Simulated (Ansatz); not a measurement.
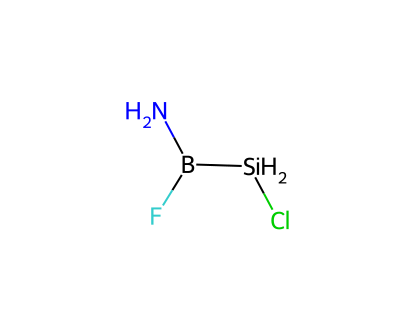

(Drawn from a calculation with Ansatz.)

2D structure.

> Transcribe the drawing into SMILES.

NB(F)[SiH2]Cl

> What is the molecular formula?

BClFH4NSi.

> An optimisation with PBE0-D4/def2-TZVP gave a structure of which point group?

Cs. Other conformers may differ.
